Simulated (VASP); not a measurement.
Band structure of Fe2O3 (corundum). All values below come from PBEsol GGA, VASP's PBE PAW potentials (set 64) (plane waves; VASP).

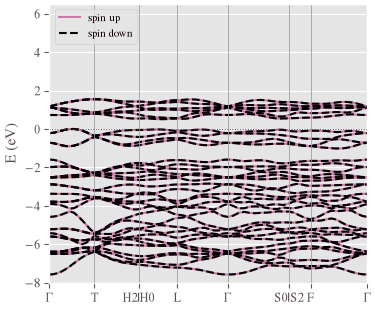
Figure. Bands along high-symmetry lines, zero at the valence-band maximum or, without a gap, the Fermi level

Q: Read the plot: is there a gap, and where are the band edges?

A: The gap is indirect, 0.51 eV, from the valence maximum at Γ-T at 0.55 to the conduction minimum at H0-L at 0.55. (Edges off the drawn lines would not show.)

The compound is Fe2O3 in the corundum structure. It was relaxed first, which changed the volume by -5 %.
